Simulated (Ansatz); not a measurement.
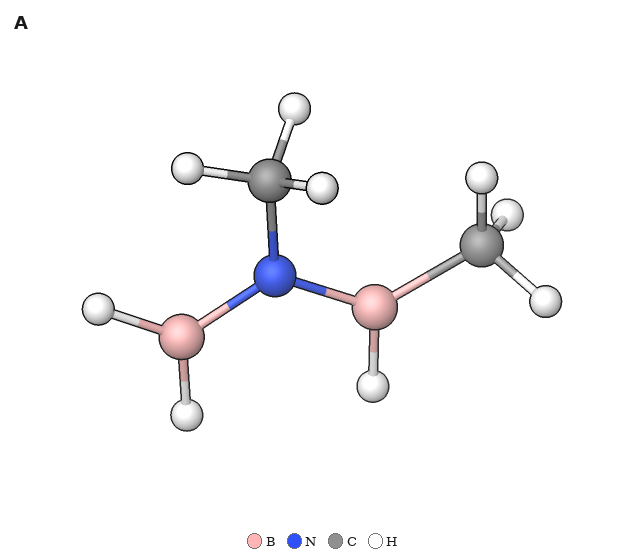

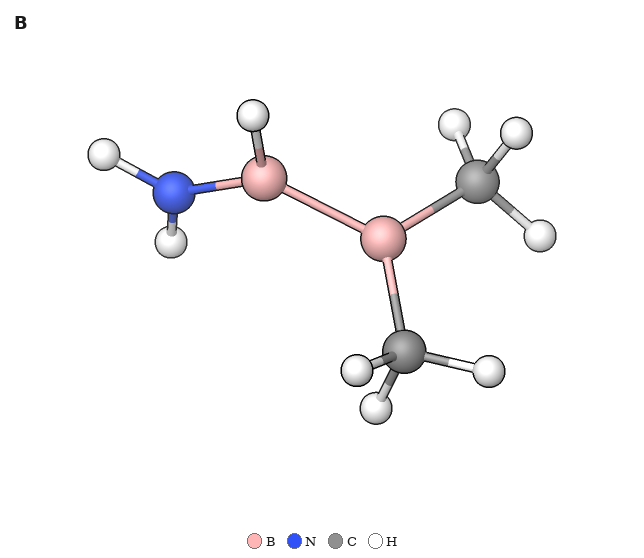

2 stationary structures of one formula. Geometries: PBE-D4/def2-SVP. Electronic energies: PBE-D4/def2-SVP (Ansatz 0.2.0), without zero-point energy. No frequency run is at hand to confirm each as a minimum. Each is one conformer, not always the lowest.

> Are they conformers, stereoisomers or constitutional isomers?

They are constitutional isomers of C2H9B2N: A `BN(C)BC`, B `CB(C)BN`.

> Which structure is the most stable?

A is lowest; B lies 10.3 kcal/mol above it.
